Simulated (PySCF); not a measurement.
Dimethyl carbonate, SMILES COC(=O)OC (C₃H₆O₃) at its CAM-B3LYP/def2-SVP optimised geometry (Å):

```
12

C     -2.2034     1.0984     0.0020
O     -0.7947     0.9340     0.0000
C     -0.3659    -0.3230     0.0000
O     -1.0651    -1.3003     0.0006
O      0.9621    -0.3230     0.0000
C      1.5727    -1.6030     0.0017
H     -2.6503     0.6435     0.8978
H     -2.3856     2.1789    -0.0038
H     -2.6542     0.6328    -0.8862
H      2.6542    -1.4263     0.0110
H      1.2899    -2.1740    -0.8944
H      1.2748    -2.1789     0.8896
```

Level of theory: CAM-B3LYP/def2-TZVP in PySCF.

Map of the log10 of the electron density (e/bohr³), floored at −4 on the plane z = 0.8 Å:

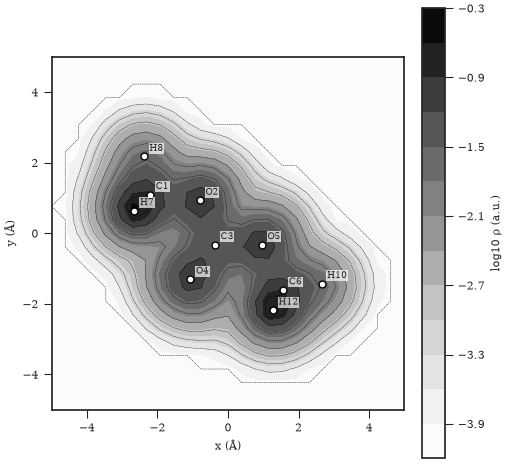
Fig. 1. Log10 of the electron density (e/bohr³), floored at −4 on the plane z = 0.8 Å.
